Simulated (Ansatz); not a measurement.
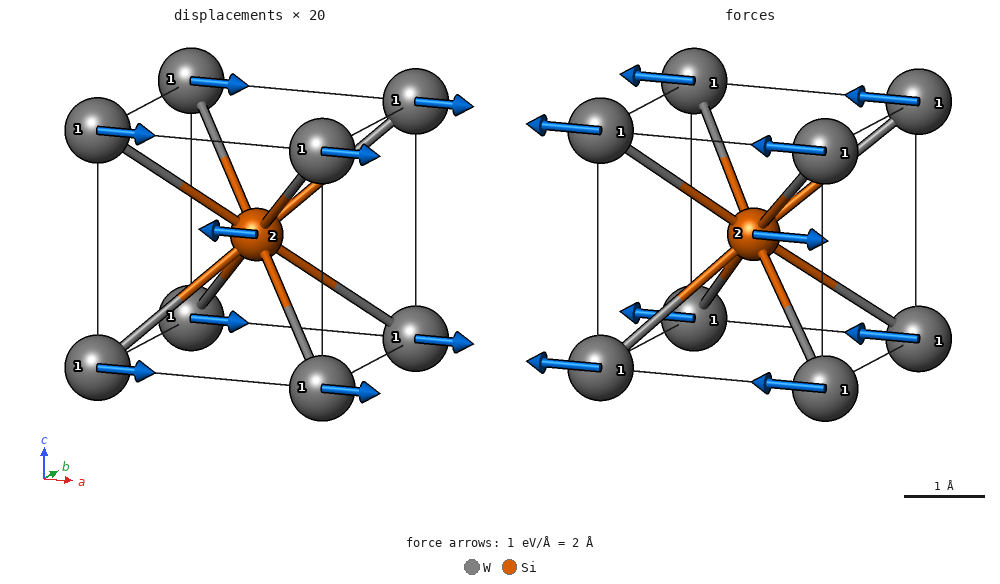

Left: a crystal of SiW (a generated structure, set up in Pm-3m), with blue arrows for the displacements applied to it. Right: the displaced structure with the computed forces. A ball-and-stick model of the cell of the calculation, seen slightly off an axis.

The calculation used DFT, PBE, PAW with Ansatz's default frozen-core files, scalar-relativistic in Ansatz 0.2.0. Set-up: plane-wave cutoff 420 eV; k-point mesh 11 × 11 × 11; occupations fermi dirac; smearing width 0.03 eV; no spin polarisation.

Where do the forces point?

Answer. Atoms are displaced by 0.04 Å: Si2 0.04 Å along −a, W1 0.04 Å along +a. No relaxation follows. Among the bonded contacts that change: Si–W 2.648 → 2.602 to 2.695 Å. The space group (tolerance 0.01 Å) goes from Pm-3m (No. 221) to P4mm (No. 99). The energy rises by 10.4 meV per atom. Pressure: 0.0 GPa before, 0.6 GPa after. The principal stresses (compression positive) are −0.1 GPa along a and 1.0 GPa across it. The largest forces, 0.51 eV/Å, act on W1 and Si2; on Si2 it points along +a. The forces point straight back along the displacements (cosine −1.00).
